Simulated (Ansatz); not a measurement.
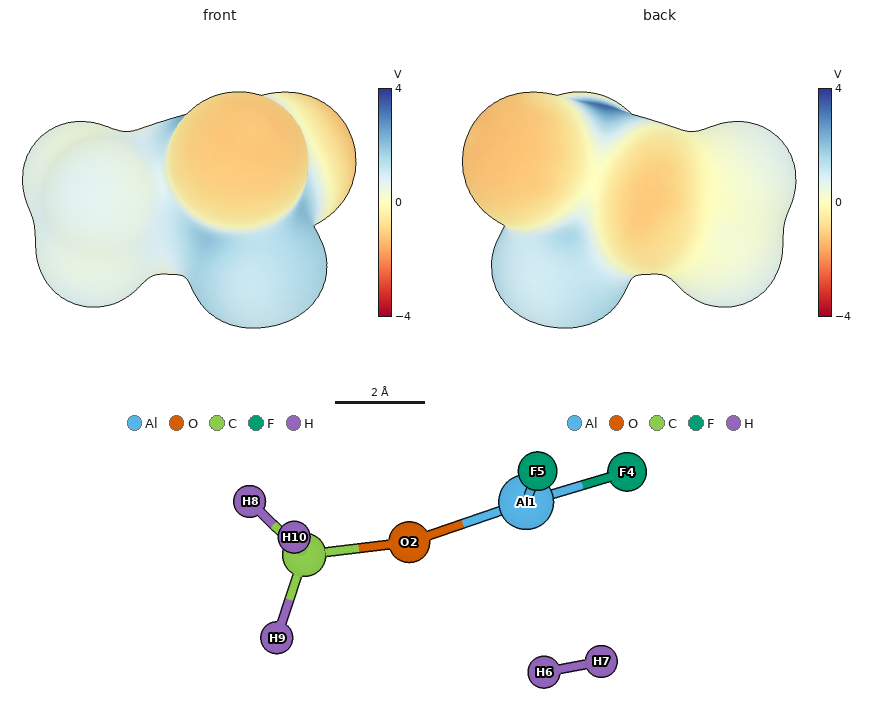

Figure 1: CH$_{3}$AlF$_{2}$O···H$_{2}$. The molecular electrostatic potential painted on the density surface at 0.002 e/bohr³, seen from the front and from behind; the colour scale runs from red (negative) to blue (positive). The bare structure is drawn below in the same view.

Theory: RKS PBE-D4/def2-SVP in Ansatz.

Input

```
crystal:
  periodic: [false, false, false]
  atoms:
    - { symbol: Al, position_ang: [-0.414293, 1.239121, 0.660029] }
    - { symbol: O, position_ang: [-0.53321, 0.01083, -0.654493] }
    - { symbol: C, position_ang: [-0.509319, -1.39229, -0.438332] }
    - { symbol: F, position_ang: [-0.673065, 2.833985, 0.270845] }
    - { symbol: F, position_ang: [-0.164408, 0.7896, 2.245936] }
    - { symbol: H, position_ang: [1.611295, 0.764438, -0.52927] }
    - { symbol: H, position_ang: [2.196156, 1.139213, -0.38414] }
    - { symbol: H, position_ang: [-1.518589, -1.826551, -0.586146] }
    - { symbol: H, position_ang: [0.171891, -1.884708, -1.168358] }
    - { symbol: H, position_ang: [-0.166459, -1.673639, 0.584028] }
basis:
  gaussian: { orbitals: def2-SVP }
hamiltonian:
  xc: pbe
  dispersion: d4
relax:
  f_tol: 0.03
  max_steps: 50
output:
  orbitals: {}
```

Command:

```sh
ansatz run input.yaml --threads 2 --pin off --max-ram 3072MiB --backend cpu --events-out ev --progress --plain --runs-dir out
```

The fields are those of the relaxed geometry.

### Describe the electrostatic potential map.

The most negative region (about −1.3 V) lies over F4, the most positive (about +3.0 V) over Al1.
